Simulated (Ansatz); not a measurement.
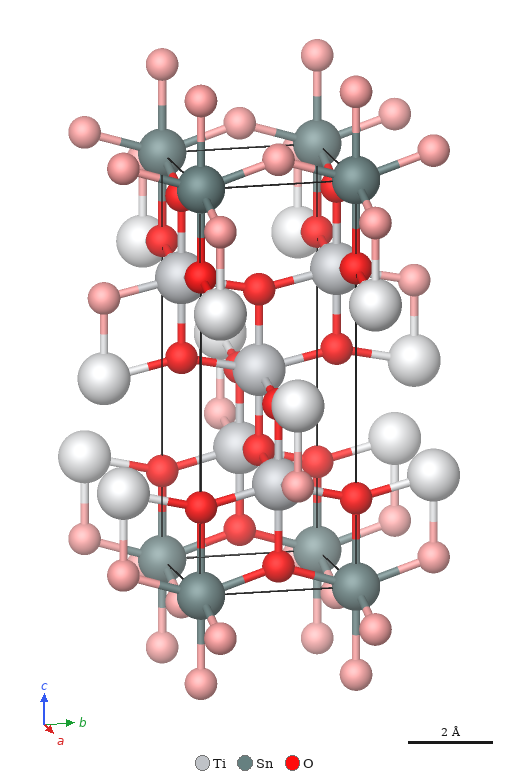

Figure: ball-and-stick view slightly off an axis. Thin lines show the conventional unit cell, with boundary atoms drawn in all their periodic places. Every bond is drawn to its end, so some atoms lie outside the box, in fainter colours.

Ti3SnO8, space group P-4m2 (No. 115), a = 3.839 Å, b = 3.839 Å, c = 10.044 Å, α = 90.00°, β = 90.00°, γ = 90.00°. Provenance: a structure type filled with these elements by a generator (whether the compound takes this form wasn't checked). Earlier steps of the study, as a rule a relaxation of our own, may have changed the cell and positions, so they can lie some per cent off the listed ones. It was run through Ansatz as a DFT input.

This one geometry was computed with Ansatz (DFT, plane waves, PAW) at three levels of theory: PBEsol, r2SCAN and PBE.

**Which level gives the highest pressure at this volume, and what does that say about its equilibrium volume?**

Highest: PBE (0.0 GPa), which points to the largest equilibrium volume. Lowest, with the smallest volume: PBEsol (-5.6 GPa) and r2SCAN (-5.2 GPa). Levels within 0.5 GPa of each other can't be told apart.

**How does the band gap change with the level of theory?**

PBEsol: a gap of 2.10 eV, indirect; PBE: a gap of 2.13 eV, indirect; r2SCAN: a gap of 2.50 eV, indirect.

**Collect the results in a table.**

| level | cutoff (eV) | k-mesh of the run's cell | gap (eV) | pressure (GPa) |
| --- | --- | --- | --- | --- |
| PBEsol | 420 | 8×8×4 | 2.10 | -5.6 |
| r2SCAN | 500 | 8×8×4 | 2.50 | -5.2 |
| PBE | 420 | 8×8×4 | 2.13 | 0.0 |

Gaps are taken on the k-mesh or band path of each run.
